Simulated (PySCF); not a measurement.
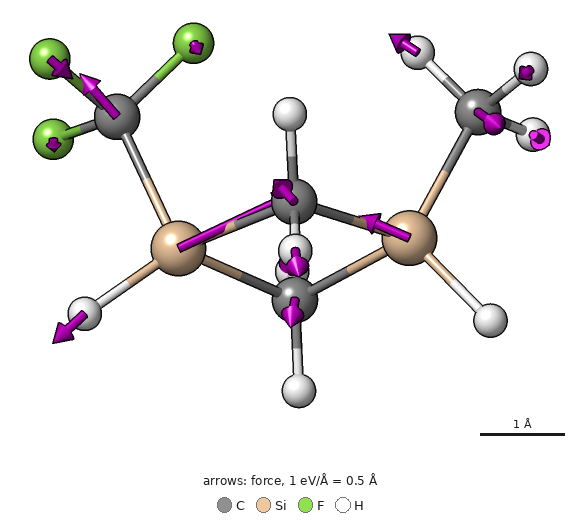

Starting geometry of C₄H₉F₃Si₂ with the computed forces as purple arrows. A ball-and-stick model, seen at a tilt.

The start comes from GFN2-xTB. Its atoms were then displaced at random by about 0.01 Å.

Level of theory: PySCF, PBE0-D3(BJ)/def2-SVP geometry optimisation, gas phase. 

Is this structure relaxed? If not, where do the atoms go?

Answer. It isn't relaxed: the largest force vector, on a Si atom, is 3.08 eV/Å. The final displacements follow the starting forces only in part (cosine between the two patterns 0.45). The largest move after the best rigid fit is that of a Si atom, 0.11 Å. Largest moves by element: Si 0.11 Å, H 0.10 Å, F 0.07 Å, C 0.05 Å. Near-neighbour distances that change, for instance: C–Si 1.948 → 1.888 Å, H–Si 1.434 → 1.492 Å, C–Si 1.917 → 1.888 Å, C–H 1.073 → 1.100 Å. Bond angles that change, for instance: C–Si–C 87.2° → 92.8°, C–Si–H 124.7° → 119.2°, Si–C–Si 92.8° → 87.4°. After 5 geometry steps the energy has fallen by 28.7 kJ/mol.
